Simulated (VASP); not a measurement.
Band structure of Ag₂O (cuprite). Calculation: PBE GGA with D3 dispersion (Becke-Johnson damping), VASP's PBE PAW potentials (set 64) (plane waves; VASP).

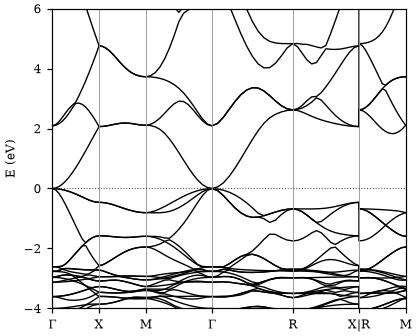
Fig. 1. Bands along high-symmetry lines, zero at the valence-band maximum or, without a gap, the Fermi level

Question: Read the plot: is there a gap, and where are the band edges?

Answer: It has no gap at this level: it comes out as a metal or semimetal. (Edges off the drawn lines would not show.)

The compound is Ag2O in the cuprite structure. It was relaxed first.
